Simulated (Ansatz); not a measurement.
Input

```
crystal:
  lattice:
    - [7.1439482148, 0.0, 0.0]
    - [0.0, 7.5611577425, 0.0]
    - [0.0, 0.0, 4.4396056213]
  atoms:
    - { symbol: Ti, position: [0.5, 0.0, 0.5] }
    - { symbol: Ti, position: [0.0, 0.5, 0.0] }
    - { symbol: Ge, position: [0.7789325513, 0.6758935577, 0.5] }
    - { symbol: Ge, position: [0.2210674487, 0.3241064423, 0.5] }
    - { symbol: Ge, position: [0.7210674487, 0.1758935577, 0.0] }
    - { symbol: Ge, position: [0.2789325513, 0.8241064423, 0.0] }
    - { symbol: W, position: [0.8715112617, 0.8640467707, 0.0] }
    - { symbol: W, position: [0.5882881256, 0.648563979, 0.0] }
    - { symbol: W, position: [0.1284887383, 0.1359532293, 0.0] }
    - { symbol: W, position: [0.4117118744, 0.351436021, 0.0] }
    - { symbol: W, position: [0.0882881256, 0.851436021, 0.5] }
    - { symbol: W, position: [0.9117118744, 0.148563979, 0.5] }
    - { symbol: W, position: [0.3715112617, 0.6359532293, 0.5] }
    - { symbol: W, position: [0.6284887383, 0.3640467707, 0.5] }
basis:
  ecutwfc: 420
kpoints:
  mp_grid: { grid: [4, 4, 8] }
  band_path:
    path:
      - [[0.0, 0.0, 0.0], [0.5, 0.0, 0.0], [0.5, 0.5, 0.0], [0.0, 0.5, 0.0], [0.0, 0.0, 0.0], [0.0, 0.0, 0.5], [0.5, 0.0, 0.5], [0.5, 0.5, 0.5], [0.0, 0.5, 0.5], [0.0, 0.0, 0.5]]
      - [[0.5, 0.0, 0.0], [0.5, 0.0, 0.5]]
      - [[0.0, 0.5, 0.0], [0.0, 0.5, 0.5]]
      - [[0.5, 0.5, 0.0], [0.5, 0.5, 0.5]]
    npoints: 10
hamiltonian:
  xc: pbe
scf:
  occupations: { method: gaussian, width: 0.1 }
  n_extra_bands: 35
output:
  forces: true
  stress: true
  eigenvalues: true
  populations: true
  dos: { projected: true, de: 0.02, nscf_kmesh: { grid: [5, 5, 10] } }
  bader: false
  write_density: true
  write_potential: true
  elf: true
  volumetric_format: npy
```

Launched as:

```sh
ansatz run input.yaml --threads 1 --pin off --max-ram 2560MiB --backend cpu --events-out ev --progress --plain --runs-dir out
```

Below, planes, directions and counts refer to the conventional cell (a = 7.14 Å, b = 7.56 Å, c = 4.44 Å, α = 90.00°, β = 90.00°, γ = 90.00°).

Space group Pnnm; a generated structure, not necessarily the stable one; computed without spin polarisation.

Method: DFT PBE, scalar-relativistic, plane waves, PAW (Ansatz 0.2.0).

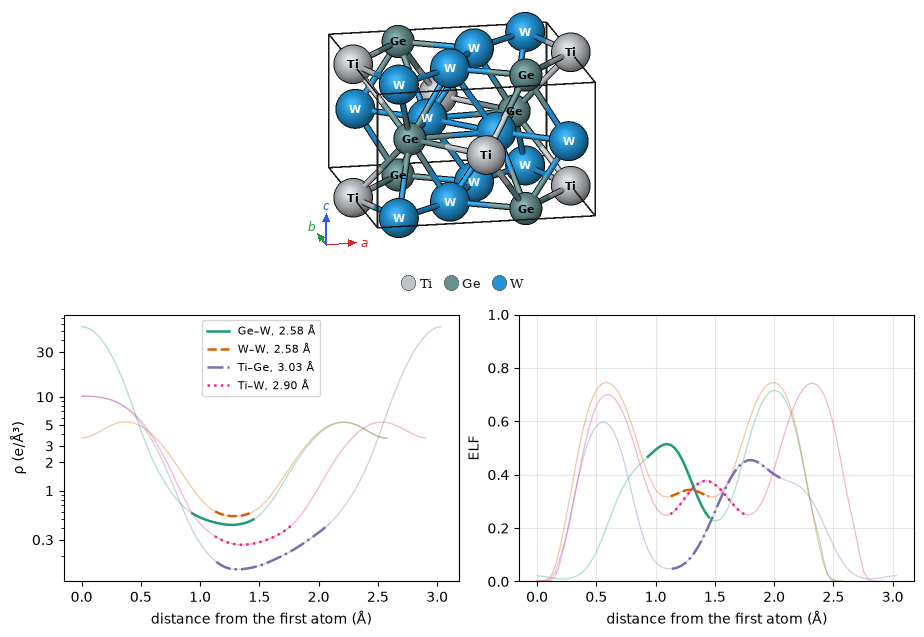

TiGe2W4. Valence pseudo-density and electron localisation function along straight lines between neighbouring atoms. Thin, pale parts lie inside the atomic spheres. The structure is drawn too.

In a PAW calculation such maps are meaningful between the atoms, not at the nuclei.

### What can be read from the curves?

Ge–W (2.58 Å): ρ at the midpoint is about 0.43 e/Å³; the ELF is about 0.40 at the midpoint.
W–W (2.58 Å): ρ is about 0.54 e/Å³ halfway; the ELF is about 0.35 at the midpoint.
Ti–Ge (3.03 Å): the density is about 0.16 e/Å³ at the midpoint, with its minimum of 0.15 e/Å³ about 1.3 Å from Ti; the ELF is about 0.30 at the midpoint; no shared electron pair shows on this line.
Ti–W (2.90 Å): ρ is about 0.27 e/Å³ halfway; the ELF is about 0.40 at the midpoint.
